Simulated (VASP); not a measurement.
Band structure of CaCo2Ge2 (space group I4/mmm). Method: LDA (Ceperley-Alder, Perdew-Zunger), VASP's LDA PAW potentials (set 64) (plane waves; VASP 6.6.1).

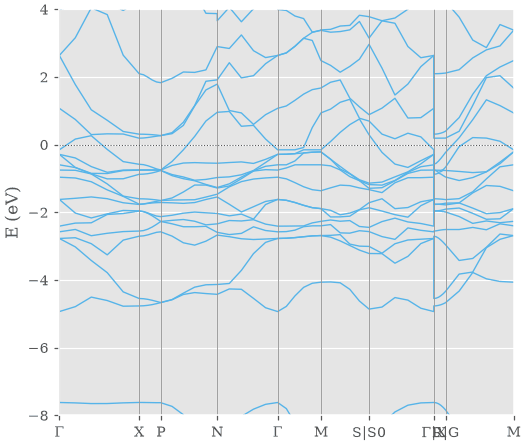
*Bands along high-symmetry lines, zero at the valence-band maximum or, without a gap, the Fermi level*

Question: Read the plot: is there a gap, and where are the band edges?

Answer: It has no gap at this level: it comes out as a metal or semimetal.

The structure comes from a computed database's CaCo2Ge2 entry; how it stands against other phases isn't given here. The cell was not relaxed at this level. The k-mesh is coarse (spacing up to 0.32 per Å, 2π included), so the numbers may not be converged in it. The run is not spin-polarised, so no magnetic state was tried.
